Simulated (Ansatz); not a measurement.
**Redistribution: SiH2(SiH3)Br + C2H9NSi → SiH2(NH2)(SiH3) + C2H7BrSi**

Species: SiH2(SiH3)Br, singlet; C2H9NSi `CC[SiH2]N`, singlet; SiH2(NH2)(SiH3), singlet; C2H7BrSi `CC[SiH2]Br`, singlet. The partners trade Br for NH2; both sit on Si, so the bond types are kept.

Shapes, held fixed at every level: PBE0-D4/def2-TZVP. Flexible molecules stand in one conformer, not always the lowest. Programs: Ansatz 0.2.0. Electronic energies: no zero-point or thermal term.

| level | kind | ΔE (kJ/mol) | less CCSD(T)/def2-TZVPP | CPU time (sum over the molecules) |
| --- | --- | --- | --- | --- |
| HF/def2-TZVPP | Hartree–Fock | +0.5 | +0.6 | – |
| SPW92/def2-TZVPP | LDA | -0.5 | -0.4 | 18 s |
| PBE-D4/def2-TZVPP | GGA | -0.3 | -0.2 | 34 s |
| B3LYP-D4/def2-TZVPP | global hybrid | +0.2 | +0.3 | 64 s |
| wB97M-V/def2-TZVPP | range-separated hybrid | +0.2 | +0.3 | 2.1 min |
| B2PLYP/def2-TZVPP | double hybrid | 0.0 | +0.1 | 72 s |
| CCSD(T)/def2-TZVPP | coupled cluster or CI | -0.1 | 0.0 | 15 min |

The highest level, CCSD(T)/def2-TZVPP, gives ΔE = -0.1 kJ/mol; the levels span -0.5 to +0.5. That is about zero within the method's error. They disagree on the sign: 4 of 7 are positive. The column of differences is taken from that level and isn't an error. No measured value is set beside it here. Relativity is left out for Br. Outer-core shells of Br are correlated in most correlated rows, in sets that cover them unevenly. Times are processor times on shared x86 and Arm servers, and rough.

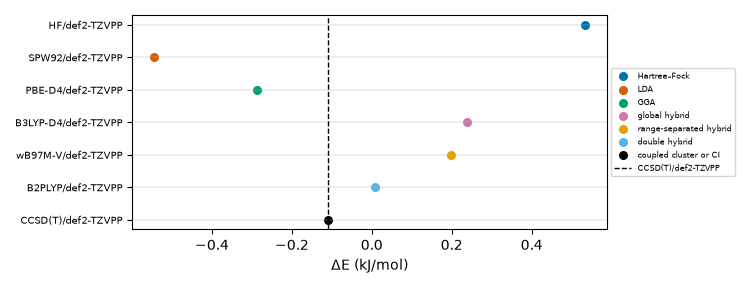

The values of the table, level by level.
